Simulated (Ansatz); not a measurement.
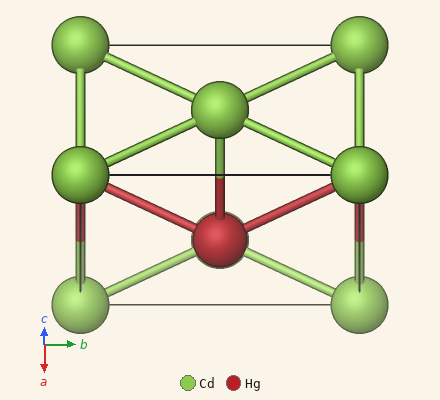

The structure, seen along [101]; the drawing may span several cells.

Structure (in its standard cell), coordinates from a relaxation with Ansatz, DFT PBE, scalar-relativistic, plane waves, PAW; the starting structure was generated, so it need not be a known form of this composition:

```
Cd Hg
1.0
     2.98715    0.00000    0.00000
     0.00000    5.70312    0.00000
     0.00000    0.00000    5.79239
Cd Hg
2 2
Direct
  0.00000 0.00000 0.00000
  0.50000 0.50000 0.00000
  0.50000 0.00000 0.50000
  0.00000 0.50000 0.50000
```

Question: What does the kinematic electron diffraction pattern along [101] look like at 300 kV (B = 0.8 Å²)?

Answer: The spots form a centred rectangular net whose two shortest vectors correspond to d = 2.85 Å and 2.41 Å, 65.0° apart. They are 0 2 0 and 1 1 -1. The pattern has symmetry 2mm. The lattice centring (C) removes all reflections that break h + k = 2n.

Strongest reflections with d > 0.88 Å, one of each family (|F|² from tabulated Gaussian fits of the electron scattering factors, times a small damping for the curvature of the Ewald sphere):

| hkl | d (Å) | I (strongest = 100) |
| --- | --- | --- |
| 0 2 0 | 2.852 | 100 |
| 1 1 -1 | 2.407 | 80 |
| 1 3 -1 | 1.546 | 35 |
| 0 4 0 | 1.426 | 29 |
| 2 0 -2 | 1.327 | 25 |
| 2 2 -2 | 1.203 | 19 |

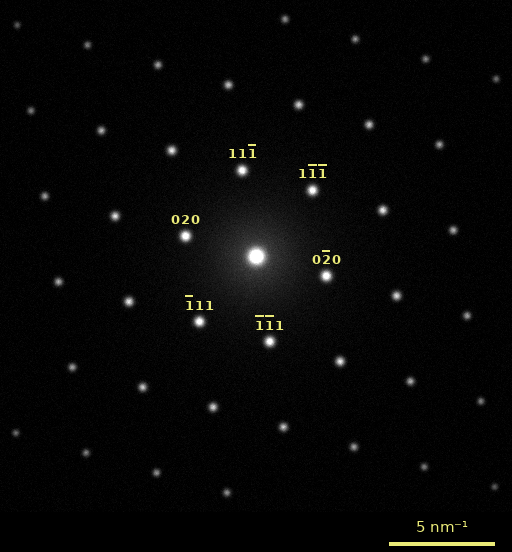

Calculated pattern, seen from the source side with [101] pointing towards the source.
